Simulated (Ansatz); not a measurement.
# Cl$_{2}$GeH$_{2}$O···NH$_{3}$: what the fields show

```xyz
10

Ge   -0.1847    0.0755    0.0316
H    -0.0718    0.0591    1.5716
Cl    1.7278    0.3283   -0.9777
O    -1.2051    1.4860   -0.3412
H    -1.3827    1.5631   -1.2985
Cl   -1.1507   -1.6842   -0.8123
N     1.4573   -2.1703    1.4427
H     0.7632   -2.6422    0.8514
H     2.0999   -1.6704    0.8172
H     0.9466   -1.4491    1.9912
```

Not at a stationary point (largest force 0.8 eV/Å).

All numbers below come from RKS PBE/def2-SVP (Ansatz).

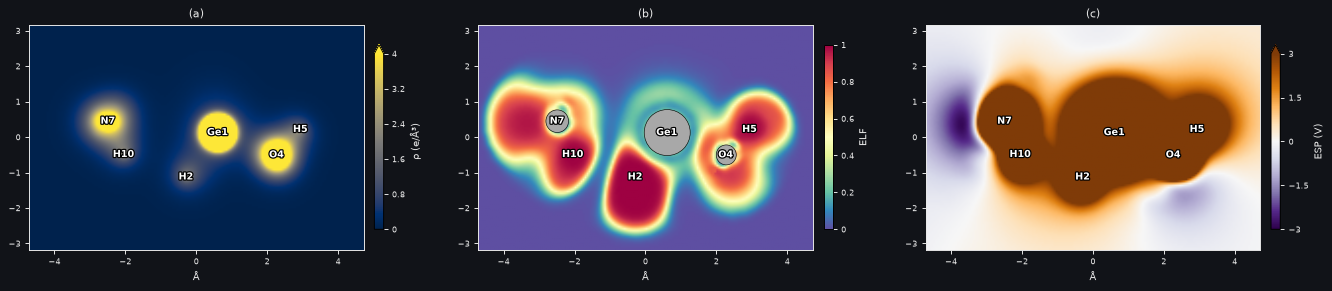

Figure 1. (a) total electron density; (b) ELF; (c) electrostatic potential on the plane of atoms H2, Ge1 and O4. Grey discs cover the atomic cores in the ELF map.

Interpret the plot.

The section cuts through Ge, H, O and N sites. H2···H10 (1.87 Å): the density falls to about 0.12 e/Å³ on the way; the ELF dips to about 0.10 between them. Ge–O (1.78 Å): ρ is about 0.96 e/Å³ halfway; the ELF peaks at about 0.85 in the valence shell of O, 0.6 Å from its nucleus, and is about 0.35 at the midpoint. O–H (0.98 Å): the density is about 3.6 e/Å³ at the midpoint; the ELF climbs to about 1 towards the hydrogen, as it does in any bond to H. N–H (1.04 Å): the density is about 2.6 e/Å³ at the midpoint; the ELF climbs to about 1 towards the hydrogen (a covalent bond by its length). Ge–H (1.54 Å): ρ is about 1.1 e/Å³ halfway; the ELF climbs to about 1 towards the hydrogen. The ELF also peaks beside O4 and N7, away from the bonds: lone-pair regions. Outside the dense part of the complex the potential is most negative (−2.9 V) near N7.

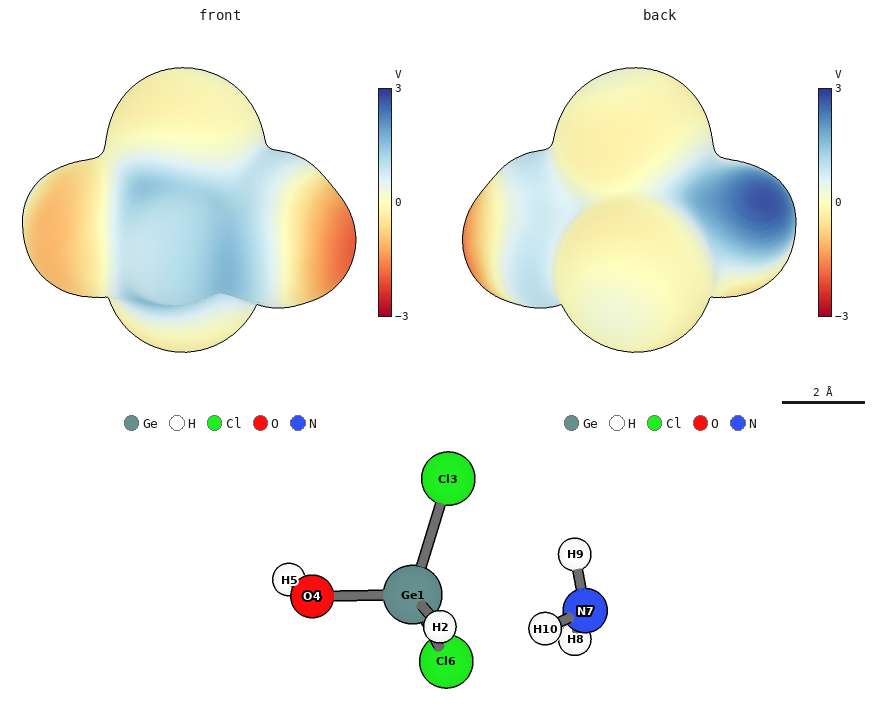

Figure 2. The electrostatic potential painted on the density surface at 0.002 e/bohr³, seen from the front and from behind; red is negative and blue positive. The bare structure is drawn below in the same view.

Describe the electrostatic potential map.

The most negative region (about −1.8 V, or −42 kcal/mol for a unit charge) lies over N7, the most positive (about +2.6 V, or +60 kcal/mol for a unit charge) over H5. N7 is the likeliest acceptor of a hydrogen bond.

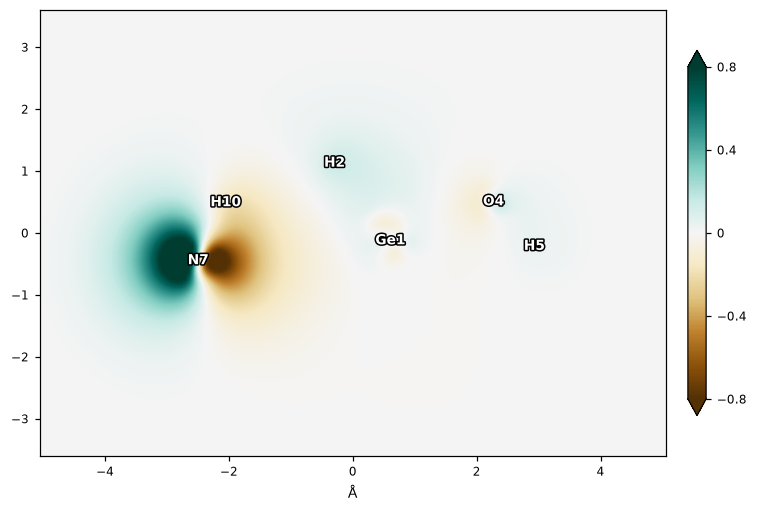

Figure 3. One frontier orbital on the plane of atoms Ge1, O4 and H5 (values in Å⁻³ᐟ²; the overall sign is arbitrary).

Which orbital is it: HOMO or LUMO?

The HOMO, at −5.85 eV. It lies mainly on N7 (about 75 %); largely a lone pair of N7.
